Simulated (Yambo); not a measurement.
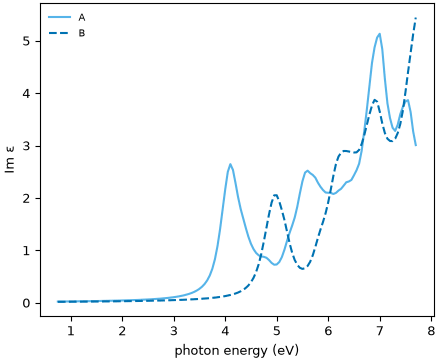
Two computed absorption spectra of PdCdF₆ (space group R-3, No. 148) (Yambo, PBEsol bands with the same scissor, field along x)

Axes are Cartesian, with cell vectors (Å) (2.53, 1.46, 4.84), (-2.53, 1.46, 4.84), (0.00, -2.92, 4.84).

### Question
Which curve includes the electron-hole attraction (BSE), and where are its main peaks?

### Answer
Curve A: the attraction moves weight to lower energy (centre of the plotted range 6.1 eV against 6.4 eV). Its peaks lie at 4.1 eV, 5.6 eV, 7.0 eV, 7.5 eV. Settings: 4×4×4 mesh, 26 valence and 4 conduction bands, static screening with 79 bands and a 3 Ry block, scissor 2.63 eV, Tamm-Dancoff. The scissor comes from a G0W0 run whose convergence isn't established. Broadening 0.15 eV. The band window holds all transitions up to 12.5 eV. Fine structure above the onset can come from the mesh.

Spin-orbit coupling is not included.

Geometry of the Materials Project entry, not relaxed at this level; primitive cell a = 5.6482 Å, b = 5.6482 Å, c = 5.6482 Å, α = 53.19°, β = 53.19°, γ = 53.19°.
